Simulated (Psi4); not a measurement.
**SiH2S2 (SMILES S[Si]S) at 3 levels**

We compute a comparison of 3 runs (HF/STO-3G, HF/3-21G, B3LYP/6-31G*) of SiH2S2. 

The results are computed with Psi4 1.11.

7 further runs of the same task are left out: 2 that didn't finish, 5 set aside as unsound or not needed.

## (1) The system as given

The species is SiH2S2 (5 atoms), meant as a singlet with charge 0. As SMILES, `S[Si]S`. The coordinates come from a PBE0-D4/def2-TZVP relaxation. This is one conformer, not always the lowest.

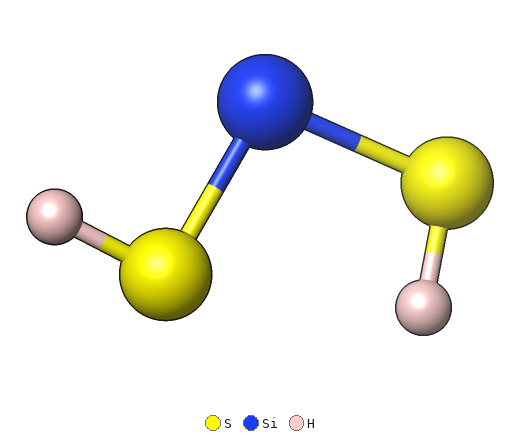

The structure, seen from a chosen angle (sulfur yellow, silicon blue, hydrogen pink).

## (2) The energy at HF/STO-3G (run 1)

Input file job.json:

```json
{
 "schema_name": "qcschema_input",
 "schema_version": 1,
 "molecule": {
  "schema_name": "qcschema_molecule",
  "schema_version": 2,
  "symbols": ["S", "Si", "S", "H", "H"],
  "geometry": [-1.21074753, -1.93470161, -1.02271978, -1.23814856, 1.83095564, 0.44937687, 2.69569432, 2.111391, 1.38743692, -3.69384766, -1.96947257, -1.55921303, 3.54153573, -0.17744528, 0.66688435],
  "molecular_charge": 0,
  "molecular_multiplicity": 1,
  "fix_symmetry": "c1"
 },
 "driver": "energy",
 "model": {
  "method": "hf",
  "basis": "STO-3G"
 },
 "keywords": {
  "puream": true,
  "e_convergence": 1e-09,
  "d_convergence": 1e-08,
  "scf_type": "pk"
 }
}
```

Started as:

```
$ psi4 --qcschema job.json -n 1 --memory 1600MB
```

stdout:

```text
[...]
  Running in c1 symmetry.
[...]
  Nuclear repulsion =  175.698373813974484
[...]
  Multiplicity = 1
[...]
  Nalpha       = 24
  Nbeta        = 24
[...]
    Number of basis functions: 29
[...]
   @RHF iter   1: -1073.06303085145055   -1.82277e+00   7.58818e-03 DIIS/ADIIS
[...]
   @RHF iter  10: -1073.11470029975908   -1.13687e-12   5.99879e-09 DIIS
[...]
    Orbital Energies [Eh]
    ---------------------
    Doubly Occupied:
       1A    -90.690190     2A    -90.682425     3A    -67.922989
       4A     -8.604749     5A     -8.596986     6A     -6.236680
       7A     -6.234513     8A     -6.232028     9A     -6.229020
      10A     -6.226658    11A     -6.224385    12A     -5.929173
      13A     -3.945896    14A     -3.944963    15A     -3.944248
      16A     -0.902454    17A     -0.851830    18A     -0.555405
      19A     -0.461963    20A     -0.396558    21A     -0.298595
      22A     -0.293057    23A     -0.250089    24A     -0.225477
[...]
  @RHF Final Energy: -1073.11470029975908
   => Energetics <=
    Nuclear Repulsion Energy =            175.6983738139744844
    One-Electron Energy =               -1845.8654812970044077
    Two-Electron Energy =                 597.0524071832708159
    Total Energy =                      -1073.1147002997590789
[...]
 Multipole Moments:
 ------------------------------------------------------------------------------------
     Multipole            Electronic (a.u.)      Nuclear  (a.u.)        Total (a.u.)
 ------------------------------------------------------------------------------------
 L = 1.  Multiply by 2.5417464519 to convert [e a0] to [Debye]
 Dipole X            :         -0.3194373           -0.2084042           -0.5278415
 Dipole Y            :          1.6594343           -1.6423088            0.0171255
 Dipole Z            :          0.5842176           -0.6886525           -0.1044349
 Magnitude           :                                                    0.5383462
[...]
```

The result, in JSON:

```text
{
 "driver": "energy",
 "model": {
  "method": "hf",
  "basis": "STO-3G"
 },
 "success": true,
 "return_result": -1073.114700299759,
 "properties": {
  "calcinfo_nbasis": 29,
  "calcinfo_nmo": 29,
  "calcinfo_nalpha": 24,
  "calcinfo_nbeta": 24,
  "calcinfo_natom": 5,
  "nuclear_repulsion_energy": 175.69837381397448,
  "return_energy": -1073.114700299759,
  "scf_one_electron_energy": -1845.8654812970044,
  "scf_two_electron_energy": 597.0524071832708,
  "scf_dipole_moment": [-0.5278415460927264, 0.01712554218676665, -0.10443491214948752],
  "scf_total_energy": -1073.114700299759,
  "scf_iterations": 10
 }
}
```

Wall time 2.5 s (1 thread of Intel Xeon Platinum 8375C at 2.90GHz (Ice Lake), shared host); peak memory 0.18 GiB.

## (3) A single-point energy at HF/3-21G (run 2)

Input file input.dat:

```
memory 1600 MB

molecule {
  0 1
  S     -1.21074753    -1.93470161    -1.02271978
  Si    -1.23814856     1.83095564     0.44937687
  S      2.69569432     2.11139100     1.38743692
  H     -3.69384766    -1.96947257    -1.55921303
  H      3.54153573    -0.17744528     0.66688435
  units au
  symmetry c1
}

set basis 3-21G
set puream true
set e_convergence 1e-09
set d_convergence 1e-08
set scf_type pk

energy_value, wavefunction = energy('hf', return_wfn=True)
oeprop(wavefunction, 'WIBERG_LOWDIN_INDICES', 'DIPOLE', 'LOWDIN_CHARGES', title='HF')
```

Started as:

```
$ psi4 -i input.dat -o output.dat -n 1
```

output.dat:

```text
[...]
  Running in c1 symmetry.
[...]
  Nuclear repulsion =  175.698373813974484
[...]
  Multiplicity = 1
[...]
  Nalpha       = 24
  Nbeta        = 24
[...]
    Number of basis functions: 43
[...]
   @RHF iter   1: -1079.64969755109723   -3.25813e-01   5.24236e-03 ADIIS/DIIS
[...]
   @RHF iter  11: -1079.69483005199936   -1.36424e-12   3.09677e-09 DIIS
[...]
    Orbital Energies [Eh]
    ---------------------
    Doubly Occupied:
       1A    -91.334301     2A    -91.326531     3A    -68.369873
       4A     -8.937676     5A     -8.929664     6A     -6.612347
       7A     -6.610141     8A     -6.607434     9A     -6.604470
      10A     -6.601914    11A     -6.599487    12A     -6.178734
      13A     -4.270064    14A     -4.267787    15A     -4.267577
      16A     -1.040515    17A     -0.990443    18A     -0.670758
      19A     -0.588544    20A     -0.519838    21A     -0.444443
      22A     -0.442808    23A     -0.394589    24A     -0.360268
[...]
  @RHF Final Energy: -1079.69483005199936
   => Energetics <=
    Nuclear Repulsion Energy =            175.6983738139744844
    One-Electron Energy =               -1844.8459955877356151
    Two-Electron Energy =                 589.4527917217617414
    Total Energy =                      -1079.6948300519993609
[...]
 Multipole Moments:
 ------------------------------------------------------------------------------------
     Multipole            Electronic (a.u.)      Nuclear  (a.u.)        Total (a.u.)
 ------------------------------------------------------------------------------------
 L = 1.  Multiply by 2.5417464519 to convert [e a0] to [Debye]
 Dipole X            :         -0.5571690           -0.2084042           -0.7655733
 Dipole Y            :          1.4893842           -1.6423088           -0.1529246
 Dipole Z            :          0.4673813           -0.6886525           -0.2212712
 Magnitude           :                                                    0.8114489
[...]
```

It took 1.9 s on 1 thread of Intel Xeon Platinum 8375C at 2.90GHz (Ice Lake), shared host; peak memory 0.18 GiB.

## (4) Energy and gradient at B3LYP/6-31G(d) (Cartesian functions) (run 3)

Input file input.inp:

```
memory 1600 mb

molecule m {
  0 1
  S     -0.640700    -1.023800    -0.541200
  Si    -0.655200     0.968900     0.237800
  S      1.426500     1.117300     0.734200
  H     -1.954700    -1.042200    -0.825100
  H      1.874100    -0.093900     0.352900
  symmetry c1
}

set {
  basis                6-31G*
  puream               false
  e_convergence        1e-09
  d_convergence        1e-08
  scf_type             pk
  dft_radial_points    99
  dft_spherical_points 590
}

energy_value = gradient('b3lyp')
print_variables()
```

Started as:

```
$ psi4 input.inp input.out -n 1
```

input.out:

```text
[...]
  Running in c1 symmetry.
[...]
  Nuclear repulsion =  175.698373892507874
[...]
  Multiplicity = 1
[...]
  Nalpha       = 24
  Nbeta        = 24
[...]
    Number of basis functions: 61
[...]
   @RKS iter   1: -1087.01400869560507   -1.62158e-01   5.97954e-03 ADIIS/DIIS
[...]
   @RKS iter  11: -1087.10196709706338   -4.09273e-12   3.61926e-09 DIIS
[...]
    Orbital Energies [Eh]
    ---------------------
    Doubly Occupied:
       1A    -88.891167     2A    -88.885924     3A    -66.173528
       4A     -7.958140     5A     -7.952878     6A     -5.921748
       7A     -5.917644     8A     -5.916690     9A     -5.914897
      10A     -5.912104    11A     -5.909681    12A     -5.319966
      13A     -3.680080    14A     -3.677725    15A     -3.674652
      16A     -0.769567    17A     -0.736539    18A     -0.500920
      19A     -0.446920    20A     -0.389339    21A     -0.328037
      22A     -0.314354    23A     -0.273205    24A     -0.255460
[...]
  @RKS Final Energy: -1087.10196709706338
   => Energetics <=
    Nuclear Repulsion Energy =            175.6983738925078740
    One-Electron Energy =               -1852.2939918861113711
    Two-Electron Energy =                 648.3309523464703261
    DFT Exchange-Correlation Energy =     -58.8373014499300098
    Empirical Dispersion Energy =           0.0000000000000000
    VV10 Nonlocal Energy =                  0.0000000000000000
    Total Energy =                      -1087.1019670970633797
[...]
 Multipole Moments:
 ------------------------------------------------------------------------------------
     Multipole            Electronic (a.u.)      Nuclear  (a.u.)        Total (a.u.)
 ------------------------------------------------------------------------------------
 L = 1.  Multiply by 2.5417464519 to convert [e a0] to [Debye]
 Dipole X            :         -0.1726498           -0.2084042           -0.3810540
 Dipole Y            :          1.3504350           -1.6423088           -0.2918738
 Dipole Z            :          0.4938153           -0.6886525           -0.1948372
 Magnitude           :                                                    0.5180290
[...]
  -Total Gradient:
     Atom            X                  Y                   Z
    ------   -----------------  -----------------  -----------------
       1       -0.000387646738     0.008569136932     0.003282549562
       2        0.007147540200    -0.009506079320    -0.002227044271
       3       -0.006790435499    -0.004303643822    -0.003117676312
       4        0.003451651497     0.002079516159     0.001542261295
       5       -0.003419302145     0.003161758719     0.000520559174
[...]
```

It took 12 s on 1 thread of Intel Xeon Platinum 8375C at 2.90GHz (Ice Lake), shared host; peak memory 0.64 GiB.

## (5) Overview of the runs

| run | level | properties | task | energy (Eh) | dipole moment (D) | HOMO energy (eV) | LUMO energy (eV) | wall time |
| --- | --- | --- | --- | --- | --- | --- | --- | --- |
| 1 | HF/STO-3G | – | energy | -1073.114700 | 1.37 | -6.14 | 5.84 | 2.5 s |
| 2 | HF/3-21G | (wiberg, dipole, lowdin) | energy | -1079.694830 | 2.06 | -9.80 | 0.30 | 1.9 s |
| 3 | B3LYP/6-31G* (Cartesian functions) | – | gradient | -1087.101967 | 1.32 | -6.95 | -2.36 | 12 s |

## (6) Summary of results

| quantity | value |
| --- | --- |
| run 3: total energy | -1087.10197 Eh |
| run 3: dipole moment | 1.32 D |
| run 3: HOMO energy | -6.95 eV |
| run 3: LUMO energy | -2.36 eV |
| run 3: HOMO–LUMO gap | 4.59 eV |
| run 3: largest force on an atom | 0.622 eV/Å |

**Reading.** The dipole moment (its size) runs from 1.32 D (B3LYP/6-31G*) to 2.06 D (HF/3-21G). The two ends differ in method and basis. The HOMO–LUMO gap runs from 4.59 eV (B3LYP/6-31G*) to 11.98 eV (HF/STO-3G). In run 1 the basis is minimal, so the values are rough. All runs together took 16 s, the longest 12 s.
